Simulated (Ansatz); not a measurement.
Input file:

```
crystal:
  lattice:
    - [2.7417677301, 0.0, 0.0]
    - [-1.3708838651, 2.3744405056, 0.0]
    - [0.0, 0.0, 13.1582883808]
  atoms:
    - { symbol: Ru, position: [0.3333333333, 0.6666666667, 0.25] }
    - { symbol: Ru, position: [0.6666666667, 0.3333333333, 0.75] }
    - { symbol: Ir, position: [0.3333333333, 0.6666666667, 0.914105507] }
    - { symbol: Ir, position: [0.3333333333, 0.6666666667, 0.585894493] }
    - { symbol: Ir, position: [0.6666666667, 0.3333333333, 0.085894493] }
    - { symbol: Ir, position: [0.6666666667, 0.3333333333, 0.414105507] }
basis:
  ecutwfc: 420
kpoints:
  mp_grid: { grid: [18, 18, 4] }
hamiltonian:
  xc: pbe
scf:
  occupations: { method: fermi_dirac, width: 0.15 }
output:
  forces: true
  stress: true
  eigenvalues: true
  write_density: true
  write_potential: true
  elf: true
  volumetric_format: npy
relax:
  adjacent_minimum: "off"
  f_tol: 0.001
  max_steps: 60
  cell: { stress_tol: 0.01 }
```

Launched as:

```sh
ansatz run input.yaml --threads 1 --pin off --max-ram 2560MiB --backend cpu --events-out ev --progress --plain --runs-dir out
```

Below, planes, directions and counts refer to the conventional cell (a = 2.74 Å, b = 2.74 Å, c = 13.17 Å, α = 90.00°, β = 90.00°, γ = 120.00°).

The fields are those of the relaxed geometry.

Space group P6₃/mmc; a structure generated by program, which may or may not match a known phase; computed without spin polarisation.

Level of theory: DFT PBE, scalar-relativistic, plane waves, PAW in Ansatz 0.2.0.

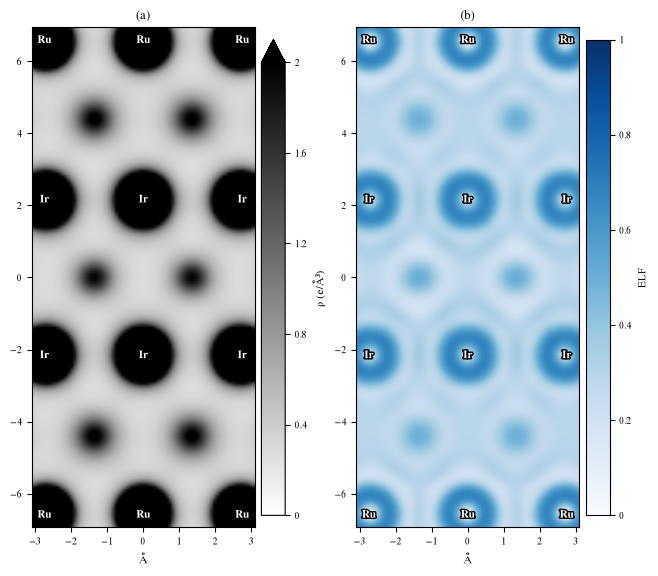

Ir2Ru. (a) valence charge density (pseudo); (b) ELF on the (010) plane of the conventional cell.

In a PAW calculation such maps are meaningful between the atoms, not at the nuclei.

What do the fields say about this system?

The section cuts through Ru and Ir sites. Atoms just off the plane (Ru, 0.8 Å away and Ir, 0.8 Å away) can leave unmarked features too. Ru–Ru (2.74 Å): ρ at the midpoint is about 0.36 e/Å³; the ELF is about 0.30 at the midpoint. Ir–Ir (2.74 Å): ρ is about 0.43 e/Å³ halfway; the ELF is about 0.35 at the midpoint. Between the atoms the lowest density in this plane is 0.27 e/Å³. The features right at Ru and Ir lie inside the PAW spheres, where the map follows smoothed inner orbitals and isn't to be read closely.
